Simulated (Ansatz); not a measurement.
# C2H6FNSi: up Jacob's ladder to CCSD(T)

Aim: compute C2H6FNSi with functionals from several rungs and with coupled cluster. The yardstick is the atomisation energy at the CCSD(T) limit.

Computed with Ansatz 0.2.0, Gaussian basis. Level: functionals in def2-TZVPP, the program's frozen cores in correlated methods.

The runs, in order: LDA (SPW92), PBE-D4, revPBE-D4, BLYP-D4, r2SCAN-D4, B97M-V, PBE0-D4, B3LYP-D4, r2SCANh-D4, r2SCAN0-D4, HSE06-D4, BHLYP-D4, CAM-B3LYP-D4, LC-ωPBE, ωB97X-V, ωB97M-V, B2PLYP, PBE-QIDH; CCSD(T)/def2-SVP; CCSD(T)/def2-TZVPP; MP2/def2-QZVPP; extrapolation to the limit; RPA on PBE.

## Step 1: The relaxed structure

An earlier PBE0-D4 in a triple-zeta def2 set relaxation fixed the geometry.

SMILES `C=C(F)N[SiH3]`, 11 atoms, charge 0, spin multiplicity 1.

Atoms are counted from 1 here; the program's logs count them from 0.

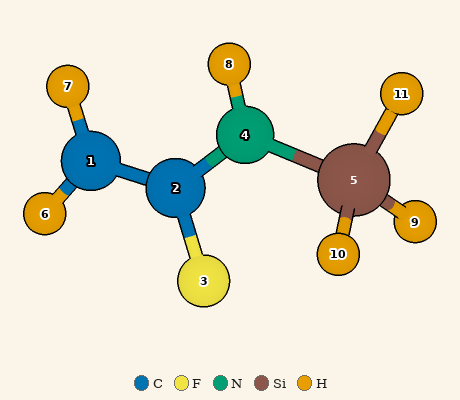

The geometry (carbon blue, fluorine yellow, nitrogen teal, silicon brown, hydrogen amber); atoms are numbered from 1 in the order of the file.

## Step 2: LDA

This LDA is Slater exchange with PW92 correlation.

Input file in.yaml:

```yaml
crystal:
  periodic: [false, false, false]
  atoms:
    - {symbol: C, position_ang: [-0.840952, 2.006517, 0.192274]}
    - {symbol: C, position_ang: [-0.229349, 0.840151, 0.357300]}
    - {symbol: F, position_ang: [0.403599, 0.569058, 1.511107]}
    - {symbol: N, position_ang: [-0.112491, -0.223142, -0.493791]}
    - {symbol: Si, position_ang: [0.728005, -1.708220, -0.148838]}
    - {symbol: H, position_ang: [-0.829211, 2.736641, 0.986304]}
    - {symbol: H, position_ang: [-1.351696, 2.232183, -0.732075]}
    - {symbol: H, position_ang: [-0.563434, -0.095659, -1.384122]}
    - {symbol: H, position_ang: [0.136701, -2.424459, 1.007772]}
    - {symbol: H, position_ang: [2.170815, -1.481617, 0.110756]}
    - {symbol: H, position_ang: [0.553412, -2.508551, -1.385985]}
basis:
  gaussian: {orbitals: def2-TZVPP}
hamiltonian: {xc: lda}
output: {orbitals: {seedname: orbitals}}
```

On the command line:

```console
$ ansatz run in.yaml --threads 4 --pin off --events-out ev --progress --plain --max-ram 10444MiB
```

The runs that follow: PBE-D4 (GGA); revPBE-D4 (GGA); BLYP-D4 (GGA); r2SCAN-D4 (meta-GGA); B97M-V (meta-GGA); PBE0-D4 (hybrid); B3LYP-D4 (hybrid); r2SCANh-D4 (hybrid); r2SCAN0-D4 (hybrid); HSE06-D4 (hybrid); BHLYP-D4 (hybrid); CAM-B3LYP-D4 (range-separated); LC-ωPBE (range-separated); ωB97X-V (range-separated); ωB97M-V (range-separated); B2PLYP (double hybrid); PBE-QIDH (double hybrid); CCSD(T) in def2-SVP; CCSD(T) in def2-TZVPP; MP2 in def2-QZVPP; RPA on PBE orbitals.

Q: Predict the results of all the runs planned. Wanted: atomisation energy, CCSD(T)/CBS; farthest beyond LDA; mean size of error, GGA; mean size of error, meta-GGA; mean size of error, hybrid; mean size of error, range-separated; mean size of error, double hybrid; gap, smallest and largest; T1 diagnostic.

As calculated:

| quantity | value |
| --- | --- |
| atomisation energy, CCSD(T)/CBS | 42.114 eV |
| functionals within 0.211 eV (0.5 %) | revPBE-D4, r2SCAN-D4, B97M-V, PBE0-D4, B3LYP-D4, r2SCANh-D4, HSE06-D4, LC-ωPBE |
| farthest beyond LDA | BHLYP-D4 (-1.152 eV) |
| mean size of error, GGA | 0.441 eV |
| mean size of error, meta-GGA | 0.145 eV |
| mean size of error, hybrid | 0.407 eV |
| mean size of error, range-separated | 0.243 eV |
| mean size of error, double hybrid | 0.327 eV |
| gap, smallest and largest | 4.56 eV (LDA (SPW92)), 11.41 eV (LC-ωPBE) |
| T1 diagnostic | 0.0118 |
| triples share of the correlation energy | 3.7 % |

In words: LDA overbinds by 6.513 eV (15 %). PBE-D4 is off by +1.020 eV. Double hybrids carry the basis error of their MP2 part in triple zeta, and no dispersion term here, so their miss is partly the set-up's. By mean error the best rung here is meta-GGA (0.145 eV) and the worst beyond LDA is GGA (0.441 eV). The gap between the best rungs is small, so their order is not settled. Misses under about 0.211 eV are within the doubt on the reference itself, which lacks core-valence correlation, relativity and higher excitations. Hartree-Fock recovers 72 % of the binding; the rest is correlation. CCSD(T) in def2-SVP is off by -2.426 eV, more than most functionals: a good method in a small basis is no reference. The gap grows from 4.6 to 11.4 eV across the functionals, mostly with the share of exact exchange.
